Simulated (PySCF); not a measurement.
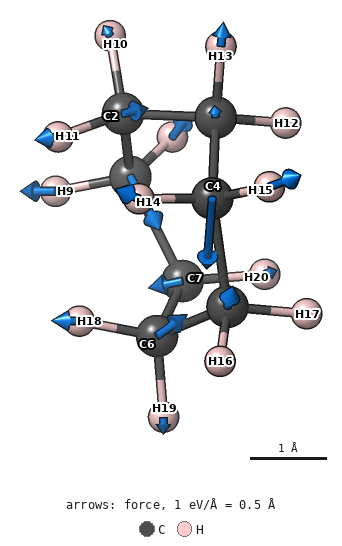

Starting geometry of C7H14 with the computed forces as blue arrows. The picture is a ball-and-stick view, seen from a free direction.

The start comes from GFN2-xTB. Its atoms were then displaced at random by about 0.01 Å.

The calculation used PySCF 2.14.0, density-fitted response routines, PBE0-D3(BJ)/def2-SVP geometry optimisation, gas phase. 

**What follows when this structure is relaxed?**

It isn't relaxed: the largest force vector, on a C atom, is 2.65 eV/Å. The final displacements follow the starting forces only in part (cosine between the two patterns 0.41). The atom that moves furthest after the best rigid fit is an H atom (0.084 Å). Largest moves by element: H 0.084 Å, C 0.047 Å. Near-neighbour distances that change, for instance: C–H 1.064 → 1.103 Å, C–C 1.558 → 1.525 Å, C–C 1.508 → 1.528 Å, C–H 1.086 → 1.102 Å. Among the angles between lasting bonds that change: H–C–H 109.5° → 105.6°, H–C–H 109.0° → 105.3°, C–C–C 112.8° → 116.3°. The energy falls by 19.1 kJ/mol in 3 geometry steps.
